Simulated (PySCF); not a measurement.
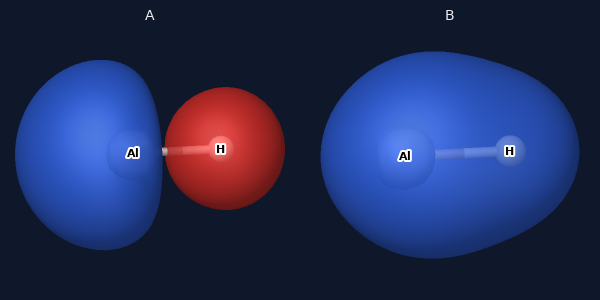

*AlH. Two frontier orbitals, each drawn at the value that holds 80 % of its norm (blue and red are the two phases), in no order; of a degenerate pair one member is drawn.*

The calculation used PySCF, PBE0/def2-SVP, non-relativistic Hamiltonian with scalar-relativistic core potentials where named, at a bond length of 1.668 Å.

Question: Name the orbitals and rank them from lowest to highest energy.

Answer: Orbital B: σ, occupied, −10.17 eV; shared between the atoms (Al 65 %, H 35 %).
Orbital A: σ, occupied, −5.79 eV; mainly on Al (75 %).
